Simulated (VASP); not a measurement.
# A VASP study of BeSnTe2 (PBE): structure first, properties next

Wanted: the relaxed cell of BeSnTe2 and its properties. The steps: rough relaxation of the start cell, full relaxation (PBE), single point with fields (PBE), band structure (PBE), total and projected DOS (PBE), volume scan with PBE, fit for PBE, band structure (r2SCAN), bands along the symmetry lines (HSE06), optical spectrum (PBE) and a single point (PBE), changed input. The cell is invented: it takes the structure of COD entry 1537798, SnS (space group 225 there), with some of its atoms replaced by other elements, volume scaled by an estimate. It may not be a known or stable phase.

Calculated with VASP 6.6.1; PBE; plane waves and PAW (Te, Sn_d, Be), in the first sound run; inputs show where later runs differ.

**1. The structure**

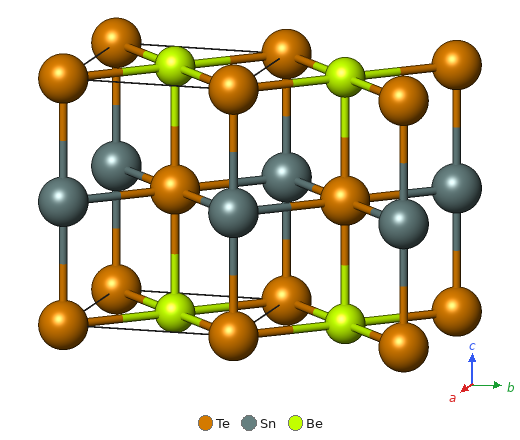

The starting structure, seen slightly off an axis (tellurium orange, tin teal, beryllium green). 1×2×1 cells are drawn. Some periodic images of atoms are drawn too.

**2. Rough relaxation of the start cell**

The start is only an estimate, so a cheap relaxation brings it near a minimum before any careful run. PBE, the usual starting point, adds the gradient of the density.

The input, INCAR:

```
SYSTEM = BeSnTe2
PREC = Normal
ENCUT = 400
EDIFF = 1E-05
NELM = 60
ISMEAR = -1
SIGMA = 0.05
LREAL = .FALSE.
ALGO = Fast
GGA = PE
NBANDS = 20
LORBIT = 11
LWAVE = .FALSE.
LCHARG = .FALSE.
KPAR = 2
IBRION = 2
NSW = 40
ISIF = 3
EDIFFG = -0.04
```

The input, POSCAR:

```
BeSnTe2
1.0
    4.1015780000      0.0000000000      0.0000000000
    0.0000000000      4.1015780000      0.0000000000
    0.0000000000      0.0000000000      5.8005080000
Te Sn Be
2 1 1
Direct
    0.5000000000      0.5000000000      0.5000000000
    0.0000000000      0.0000000000      0.0000000000
    0.0000000000      0.0000000000      0.5000000000
    0.5000000000      0.5000000000      0.0000000000
```

The input, KPOINTS:

```
Automatic mesh
0
Gamma
4 4 3
0 0 0
```

The projector-augmented-wave data sets are Te, Sn_d and Be (PBE family, release 64).

Run with:

```sh
> mpirun -np 2 vasp_std
```

What it wrote:

```text
[banner, memory and clock lines left out]
running    2 mpi-ranks, on    1 nodes
 distrk:  each k-point on    1 cores,    2 groups
 distr:  one band on    1 cores,    1 groups

 POSCAR found type information on POSCAR TeSnBe
 POSCAR found :  3 types and       4 ions
 LDA part: xc-table for (Slater+PW92), standard interpolation
 POSCAR, INCAR and KPOINTS ok, starting setup
 FFT: planning ... GRIDC
 FFT: planning ... GRID_SOFT
 FFT: planning ... GRID
 WAVECAR not read
 entering main loop
       N       E                     dE             d eps       ncg     rms          rms(c)
DAV:   1     0.165702252399E+03    0.16570E+03   -0.10610E+04   484   0.122E+03
DAV:   2     0.341795513453E+01   -0.16228E+03   -0.15615E+03   524   0.303E+02
DAV:   3    -0.127411867890E+02   -0.16159E+02   -0.15876E+02   600   0.959E+01
DAV:   4    -0.132456396393E+02   -0.50445E+00   -0.50313E+00   604   0.178E+01
DAV:   5    -0.132612911902E+02   -0.15652E-01   -0.15649E-01   680   0.323E+00    0.836E+00
RMM:   6    -0.132275953439E+02    0.33696E-01   -0.60024E-02   505   0.150E+00    0.507E+00
RMM:   7    -0.132332047365E+02   -0.56094E-02   -0.71367E-02   486   0.133E+00    0.321E-01
RMM:   8    -0.132308769212E+02    0.23278E-02   -0.99049E-03   531   0.853E-01    0.993E-02
RMM:   9    -0.132310299041E+02   -0.15298E-03   -0.16659E-03   639   0.306E-01    0.762E-02
RMM:  10    -0.132310661105E+02   -0.36206E-04   -0.25128E-04   611   0.124E-01    0.553E-02
RMM:  11    -0.132310702776E+02   -0.41670E-05   -0.40300E-05   417   0.565E-02
   1 F= -.13231070E+02 E0= -.13226792E+02  d E =-.132311E+02
 curvature:   0.00 expect dE= 0.000E+00 dE for cont linesearch  0.000E+00
 trial: gam= 0.00000 g(F)=  0.000E+00 g(S)=  0.429E+00 ort = 0.000E+00 (trialstep = 0.100E+01)
 search vector abs. value=  0.429E+00
 bond charge predicted
       N       E                     dE             d eps       ncg     rms          rms(c)
DAV:   1    -0.159952543703E+02   -0.27642E+01   -0.64454E+01   656   0.117E+02    0.937E+00
RMM:   2    -0.139065708916E+02    0.20887E+01   -0.34292E+00   526   0.203E+01    0.420E+00
RMM:   3    -0.133800333649E+02    0.52654E+00   -0.19489E+00   510   0.146E+01    0.671E-01
RMM:   4    -0.133753952363E+02    0.46381E-02   -0.24698E-01   574   0.403E+00    0.710E-01
RMM:   5    -0.133740575400E+02    0.13377E-02   -0.32796E-02   604   0.160E+00    0.659E-01
RMM:   6    -0.133711710553E+02    0.28865E-02   -0.60067E-03   544   0.750E-01    0.134E-01
RMM:   7    -0.133705134320E+02    0.65762E-03   -0.29847E-03   555   0.566E-01    0.102E-01
RMM:   8    -0.133705914675E+02   -0.78036E-04   -0.95864E-04   650   0.274E-01    0.763E-02
RMM:   9    -0.133706024384E+02   -0.10971E-04   -0.10508E-04   518   0.104E-01    0.732E-02
RMM:  10    -0.133706076309E+02   -0.51925E-05   -0.60971E-05   453   0.747E-02
   2 F= -.13370608E+02 E0= -.13367029E+02  d E =-.139537E+00
[...]
3 F= -.13385285E+02 E0= -.13381588E+02  d E =-.154214E+00
[...]
4 F= -.13385247E+02 E0= -.13381560E+02  d E =-.154176E+00
 curvature:  -0.41 expect dE=-0.660E-03 dE for cont linesearch -0.840E-04
 ZBRENT: accuracy reached
 trial: gam= 0.02547 g(F)=  0.000E+00 g(S)=  0.159E-02 ort =-0.933E-02 (trialstep = 0.953E+00)
 search vector abs. value=  0.140E-02
 bond charge predicted
       N       E                     dE             d eps       ncg     rms          rms(c)
DAV:   1    -0.133890389527E+02   -0.37868E-02   -0.95473E-02   576   0.208E+00    0.295E-01
RMM:   2    -0.133869912944E+02    0.20477E-02   -0.39193E-03   520   0.466E-01    0.155E-01
RMM:   3    -0.133859196264E+02    0.10717E-02   -0.17669E-03   511   0.245E-01    0.350E-02
RMM:   4    -0.133859166555E+02    0.29709E-05   -0.26985E-04   542   0.116E-01    0.268E-02
RMM:   5    -0.133859218634E+02   -0.52079E-05   -0.53286E-05   458   0.578E-02
   5 F= -.13385922E+02 E0= -.13382385E+02  d E =-.675259E-03
 trial-energy change:   -0.000675  1 .order   -0.000697   -0.001293   -0.000100
 step:   1.0329(harm=  1.0329)  dis= 0.00000  next Energy=   -13.385947 (dE=-0.701E-03)
 reached required accuracy - stopping structural energy minimisation
```

Elapsed: 13 s, on 2 MPI ranks of Intel Xeon Platinum 8375C at 2.90GHz (Ice Lake), shared host; peak memory 0.28 GiB.

The logs omit lines about the potential files and the build; timing stands in the text.

From OUTCAR (step 2):

```text
ion  position               nearest neighbor table
   1  0.500  0.500  0.500-   3 2.90   3 2.90   3 2.90   3 2.90   4 2.90   4 2.90
   2  0.000  0.000  0.000-   4 2.90   4 2.90   4 2.90   4 2.90   3 2.90   3 2.90
   3  0.000  0.000  0.500-   1 2.90   1 2.90   1 2.90   1 2.90   2 2.90   2 2.90
   4  0.500  0.500  0.000-   2 2.90   2 2.90   2 2.90   2 2.90   1 2.90   1 2.90

  LATTYP: Found a simple tetragonal cell.
 ALAT       =     4.1015780000
 C/A-ratio  =     1.4142137490

 Subroutine GETGRP returns: Found 16 space group operations
 (whereof 16 operations were pure point group operations)

The static configuration has the point symmetry D_4h.

 Found     12 irreducible k-points:

   k-points           NKPTS =     12   k-points in BZ     NKDIM =     12   number of bands    NBANDS=     20

   dimension x,y,z NGX =    20 NGY =   20 NGZ =   28
   dimension x,y,z NGXF=    40 NGYF=   40 NGZF=   56

   ENCUT  =  400.0 eV  29.40 Ry    5.42 a.u.   6.69  6.69  9.46*2*pi/ulx,y,z

   NELECT =      28.0000    total number of electrons

 k-points in reciprocal lattice and weights: Automatic mesh
   0.00000000  0.00000000  0.00000000       0.021
   0.25000000  0.00000000  0.00000000       0.083
   0.50000000  0.00000000  0.00000000       0.042
   0.25000000  0.25000000  0.00000000       0.083
   0.50000000  0.25000000  0.00000000       0.083
   0.50000000  0.50000000  0.00000000       0.021
   0.00000000  0.00000000  0.33333333       0.042
   0.25000000  0.00000000  0.33333333       0.167
   0.50000000  0.00000000  0.33333333       0.083
   0.25000000  0.25000000  0.33333333       0.167
   0.50000000  0.25000000  0.33333333       0.167
   0.50000000  0.50000000  0.33333333       0.042

 average (electrostatic) potential at core
       1 -88.3942       2 -88.0210       3-100.8375       4 -35.5374

 E-fermi :   6.4635

 k-point     1 :       0.0000    0.0000    0.0000
  band No.  band energies     occupation
    ...
     11       2.9052      2.00000
     12       4.9181      2.00000
     13       5.2189      2.00000
     14       5.2189      2.00000
     15       5.9041      1.99997
     16       9.0092      0.00000
     17      10.7829      0.00000
     18      10.7829      0.00000
     19      11.1490      0.00000
     20      12.0134      0.00000

 k-point     2 :       0.2500    0.0000    0.0000
  band No.  band energies     occupation
    ...
     10       2.9779      2.00000
     11       3.4563      2.00000
     12       4.1964      2.00000
     13       4.6689      2.00000
     14       5.4907      2.00000
     15       7.7846      0.00000
     16       8.7941      0.00000
     17       8.9223      0.00000
     18      10.7013      0.00000
     19      10.7207      0.00000
    ...

 k-point     3 :       0.5000    0.0000    0.0000
  band No.  band energies     occupation
    ...
     10       2.2262      2.00000
     11       3.0218      2.00000
     12       4.6917      2.00000
     13       5.0854      2.00000
     14       6.3063      1.91741
     15       6.8064      0.00210
     16       7.9582      0.00000
     17       8.9461      0.00000
     18       9.2701      0.00000
     19       9.8046      0.00000
    ...

  Total       -0.0418444     -0.0418444     -0.0653772      0.0000000      0.0000000      0.0000000
  in kB       -0.6265123     -0.6265123     -0.9788544      0.0000000      0.0000000      0.0000000
  external PRESSURE =      -0.7439596 kB  Pullay stress =       0.0000000 kB

  energy-cutoff  :      400.00
  volume of cell :      107.01
      direct lattice vectors                 reciprocal lattice vectors
     4.249314140  0.000000000 -0.000000000     0.235332095  0.000000000  0.000000000
     0.000000000  4.249314140  0.000000000     0.000000000  0.235332095  0.000000000
     0.000000000  0.000000000  5.926263168     0.000000000 -0.000000000  0.168740397

 POSITION                                       TOTAL-FORCE (eV/Angst)
 -----------------------------------------------------------------------------------
      2.12466      2.12466      2.96313         0.000000      0.000000      0.000000
      0.00000      0.00000      0.00000         0.000000      0.000000      0.000000
      0.00000      0.00000      2.96313         0.000000      0.000000      0.000000
      2.12466      2.12466     -0.00000         0.000000      0.000000      0.000000
 -----------------------------------------------------------------------------------
    total drift:                               -0.000000      0.000000      0.000000

  FREE ENERGIE OF THE ION-ELECTRON SYSTEM (eV)
  ---------------------------------------------------
  free  energy   TOTEN  =       -13.3859218634 eV

  energy  without entropy=      -13.3788473298  energy(sigma->0) =      -13.38238460

 reached required accuracy - stopping structural energy minimisation

 total charge
# of ion       s       p       d       tot
------------------------------------------
    1        1.378   1.970   0.040   3.389
    2        1.381   1.951   0.031   3.363
    3        1.313   0.893  10.010  12.216
    4        0.341   0.270   0.000   0.611
--------------------------------------------------
tot          4.414   5.085  10.081  19.579

[... 3 further parts left out ...]
```

CONTCAR:

```
BeSnTe2
   1.00000000000000
     4.2493141403253203    0.0000000000000000   -0.0000000000000000
     0.0000000000000000    4.2493141403253203    0.0000000000000000
     0.0000000000000000    0.0000000000000000    5.9262631677494424
  Te              Sn              Be
     2     1     1
Direct
     0.5000000000000000    0.5000000000000000    0.5000000000000000
     0.0000000000000000    0.0000000000000000    0.0000000000000000
     0.0000000000000000    0.0000000000000000    0.5000000000000000
     0.5000000000000000    0.5000000000000000    0.0000000000000000
```

The k-mesh is coarse for a metal. This relaxation is a rough one on cheap settings, only to bring the start near its minimum. After so large a change of volume the plane waves of the start cell no longer fit, so the final stress carries a basis-set error. The run keeps the 16 symmetry operations of its start, so it cannot find a distortion of lower symmetry.

Relaxation path:

```
step  energy less that of the first step (eV)  largest force (eV/Å)  pressure (GPa)  volume (Å³)
   1                                   0.0000                0.0000            5.60        97.58
   2                                  -0.1395                0.0000           -1.50       110.12
   3                                  -0.1542                0.0000            0.02       106.87
   4                                  -0.1542                0.0000           -0.15       107.06
   5                                  -0.1549                0.0000           -0.07       107.01
```

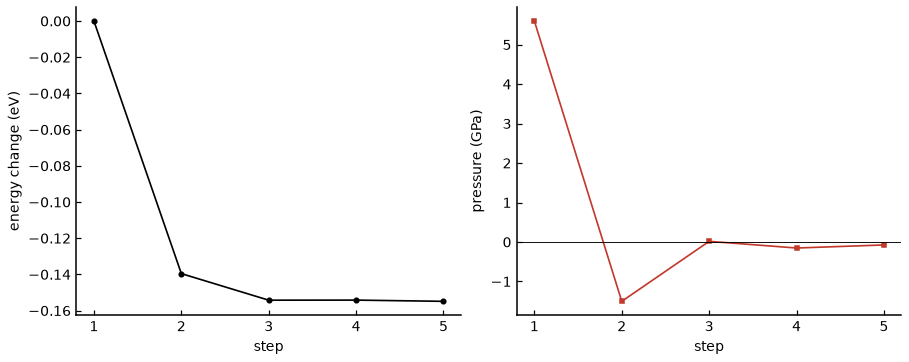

Energy and pressure along the relaxation.

```
conventional cell, symmetrised  before  after  change
                         a (Å)   4.102  4.249  +3.6 %
                         b (Å)   4.102  4.249  +3.6 %
                         c (Å)   5.801  5.926  +2.2 %
              volume (Å³/atom)   24.40  26.75  +9.7 %
```

Final coordinates:

```xyz
4
Lattice="4.2493 0.0000 0.0000 0.0000 4.2493 0.0000 0.0000 0.0000 5.9263" Properties=species:S:1:pos:R:3 pbc="T T T"
Te    2.1247    2.1247    2.9631
Te    0.0000    0.0000    0.0000
Sn    0.0000    0.0000    2.9631
Be    2.1247    2.1247    0.0000
```

Numbers from this step:

| Property | Result |
| --- | --- |
| electrons | 28 |
| bands | 20 |
| irreducible k-points | 12 |
| symmetry operations | 16 |
| free energy (TOTEN) | -13.39 eV |
| energy at zero smearing | -13.38 eV |
| Fermi energy | 6.463 eV |
| pressure | -0.07440 GPa |
| metallic | yes |
| SCF cycles over all ionic steps | 38 |

It ends with forces that vanish by symmetry and a pressure of -0.07 GPa.

(Part 1 of 6 ends here.)

[Lines on the potential files, build, host, timing and source positions are cut from VASP's logs without a mark.]

[Logs are printed without paths, hosts, clocks, repeated set-up lines and the standing remarks that a program may print on its own settings, such as how far it seeks lower states.]

[Hosts, paths, dates, database ids (printed as entryN), source tags and the programs' standing remarks are cut or masked in the printed files.]

[A measured line is paired with the nearest computed mode of its activity, which favours agreement.]

[In band tables of VASP the shares of atoms and orbitals are scaled to a sum of 1 inside the atoms' spheres.]
